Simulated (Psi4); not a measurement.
# GeClF (SMILES [F][Ge][Cl]): B3LYP/6-31G(d) (spherical functions, sweep point 4)

Aim: the vertical electron affinity of GeClF at B3LYP/6-31G* (spherical functions, sweep point 4), from 2 runs. 

Program for the calculation: Psi4 1.11.

### 1 The structure to begin with

The species is GeClF (3 atoms), meant as a singlet with charge 0. As SMILES, `[F][Ge][Cl]`. The coordinates come from a PBE0-D4/def2-TZVP relaxation.

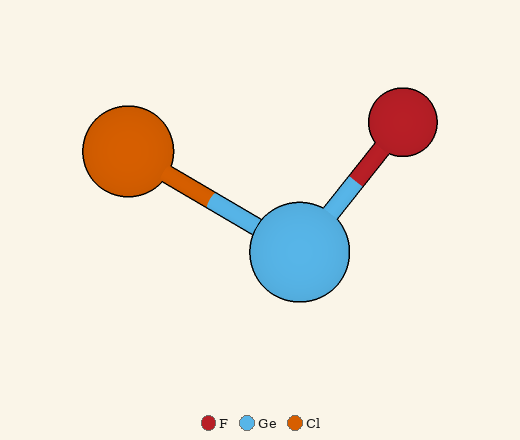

Viewed from a chosen angle; fluorine red, germanium blue, chlorine orange.

### 2 The energy at B3LYP/6-31G(d) (spherical functions, sweep point 4)

File job.py:

```python
import psi4

psi4.set_memory('1600 MB')
psi4.set_num_threads(1)
psi4.set_output_file('output.dat', False)

geom = psi4.geometry("""
0 1
F      0.110400     1.418700     0.206200
Ge    -0.762800     0.035600    -0.410300
Cl     0.641600    -1.519100     0.191000
symmetry c1
""")

psi4.set_options({
    'basis': '6-31G*',
    'puream': True,
    'scf_type': 'pk',
    'dft_radial_points': 99,
    'dft_spherical_points': 590,
})

E, wfn = psi4.energy("B3LYP", return_wfn=True)
print('E =', round(E, 9))
```

Launch:

```
$ python job.py
```

output.dat:

```text
[...]
  Running in c1 symmetry.
[...]
  Nuclear repulsion =  246.377351934708940
[...]
  Multiplicity = 1
[...]
  Nalpha       = 29
  Nbeta        = 29
[...]
    Number of basis functions: 64
[...]
   @RKS iter   1: -2635.64541340356800   -2.42975e+00   4.12864e-02 DIIS/ADIIS
[...]
   @RKS iter   9: -2636.87746509281851   -4.68390e-09   3.14164e-07 DIIS
[...]
    Orbital Energies [Eh]
    ---------------------
    Doubly Occupied:
       1A   -398.794757     2A   -101.519390     3A    -49.868934
       4A    -44.393948     5A    -44.392375     6A    -44.391462
       7A    -24.677899     8A     -9.453476     9A     -7.212782
      10A     -7.209297    11A     -7.207593    12A     -6.299240
      13A     -4.472571    14A     -4.468552    15A     -4.465164
      16A     -1.281990    17A     -1.273610    18A     -1.273310
      19A     -1.270494    20A     -1.267125    21A     -1.143806
      22A     -0.819788    23A     -0.541047    24A     -0.426869
      25A     -0.414079    26A     -0.408243    27A     -0.337084
      28A     -0.328926    29A     -0.300214
[...]
  @RKS Final Energy: -2636.87746509281851
   => Energetics <=
    Nuclear Repulsion Energy =            246.3773519347089405
    One-Electron Energy =               -4159.7512319632778599
    Two-Electron Energy =                1371.3379905370688903
    DFT Exchange-Correlation Energy =     -94.8415756013183966
    Empirical Dispersion Energy =           0.0000000000000000
    VV10 Nonlocal Energy =                  0.0000000000000000
    Total Energy =                      -2636.8774650928185110
[...]
 Multipole Moments:
 ------------------------------------------------------------------------------------
     Multipole            Electronic (a.u.)      Nuclear  (a.u.)        Total (a.u.)
 ------------------------------------------------------------------------------------
 L = 1.  Multiply by 2.5417464519 to convert [e a0] to [Debye]
 Dipole X            :         -4.9242871            4.0496531           -0.8746340
 Dipole Y            :          2.4001542           -2.3583850            0.0417692
 Dipole Z            :         -0.0000000            0.0000000           -0.0000000
 Magnitude           :                                                    0.8756308
[...]
```

Standard output:

```text
E = -2636.877465093
```

Wall time 4.5 s (1 thread of AMD EPYC 9R45 (Zen 5), shared host); peak memory 0.48 GiB.

### 3 The doublet anion

File job.py:

```python
import psi4

psi4.set_memory('1600 MB')
psi4.set_num_threads(1)
psi4.set_output_file('output.dat', False)

molecule = psi4.geometry("""
-1 2
F      0.110400     1.418700     0.206200
Ge    -0.762800     0.035600    -0.410300
Cl     0.641600    -1.519100     0.191000
symmetry c1
""")

psi4.set_options({
    'reference': 'uks',
    'puream': True,
    'scf_type': 'pk',
    'dft_radial_points': 99,
    'dft_spherical_points': 590,
    'maxiter': 100,
})

E, wfn = psi4.energy("b3lyp/6-31G*", molecule=molecule, return_wfn=True)
print(f'total energy {E:.8f} hartree = {E * 27.211386:.5f} eV')
```

Launch:

```
$ python job.py
```

output.dat:

```text
[...]
  Running in c1 symmetry.
[...]
  Nuclear repulsion =  246.377351934708940
[...]
  Multiplicity = 2
[...]
  Nalpha       = 30
  Nbeta        = 29
[...]
    Number of basis functions: 64
[...]
   @UKS iter   1: -2635.47119224476410   -2.25553e+00   4.21314e-02 ADIIS/DIIS
[...]
   @UKS iter  10: -2636.89876046385189   -4.93083e-09   2.67626e-07 DIIS
[...]
   @S^2 Observed:                7.523989797E-01
[...]
    Orbital Energies [Eh]
    ---------------------
    Alpha Occupied:
       1A   -398.508006     2A   -101.294652     3A    -49.583620
       4A    -44.107837     5A    -44.107532     6A    -44.106704
       7A    -24.430286     8A     -9.228825     9A     -6.987911
      10A     -6.984346    11A     -6.983953    12A     -6.014728
      13A     -4.187137    14A     -4.183347    15A     -4.183241
      16A     -1.004465    17A     -0.989946    18A     -0.987449
      19A     -0.986210    20A     -0.984384    21A     -0.900177
      22A     -0.597750    23A     -0.301040    24A     -0.195090
      25A     -0.183290    26A     -0.174208    27A     -0.123113
      28A     -0.113779    29A     -0.067110    30A      0.067556
    Alpha Virtual:
[...]
  @UKS Final Energy: -2636.89876046385189
   => Energetics <=
    Nuclear Repulsion Energy =            246.3773519347089405
    One-Electron Energy =               -4174.6184049562016298
    Two-Electron Energy =                1386.4139074519221140
    DFT Exchange-Correlation Energy =     -95.0716148942809554
    Empirical Dispersion Energy =           0.0000000000000000
    VV10 Nonlocal Energy =                  0.0000000000000000
    Total Energy =                      -2636.8987604638518860
  UHF NO Occupations:
  HONO-2 :   28  A 1.9999182
  HONO-1 :   29  A 1.9989670
[...]
 Multipole Moments:
 ------------------------------------------------------------------------------------
     Multipole            Electronic (a.u.)      Nuclear  (a.u.)        Total (a.u.)
 ------------------------------------------------------------------------------------
 L = 1.  Multiply by 2.5417464519 to convert [e a0] to [Debye]
 Dipole X            :         -4.2739919            4.0496531           -0.2243388
 Dipole Y            :          2.3669588           -2.3583850            0.0085738
 Dipole Z            :         -0.0000000            0.0000000           -0.0000000
 Magnitude           :                                                    0.2245026
[...]
```

On the terminal:

```text
total energy -2636.89876046 hartree = -71753.67001 eV
```

It took 6 s on 1 thread of AMD EPYC 9R45 (Zen 5), shared host; peak memory 0.48 GiB.

### 4 Results

Level: B3LYP/6-31G* (spherical functions, sweep point 4).

| quantity | value |
| --- | --- |
| singlet GeClF: total energy | -2636.87747 Eh |
| singlet GeClF: dipole moment | 2.23 D |
| singlet GeClF: HOMO energy | -8.17 eV |
| singlet GeClF: LUMO energy | -2.99 eV |
| singlet GeClF: HOMO–LUMO gap | 5.18 eV |
| doublet anion: total energy | -2636.89876 Eh |
| doublet anion: HOMO energy (highest over α and β) | 1.84 eV |
| doublet anion: LUMO energy (lowest over α and β) | 4.17 eV |
| doublet anion: ⟨S²⟩ | 0.752 |
| vertical electron affinity (to the doublet anion) | 0.579 eV |

In words: At fixed nuclei the extra electron is bound by 0.58 eV (55.9 kJ/mol). The basis has no diffuse functions, so the error can be as large as this value. The HOMO (doublet anion) lies at positive energy, 1.84 eV, from the functional's self-interaction, a short basis or an electron that isn't bound; only total energies against the neutral tell.
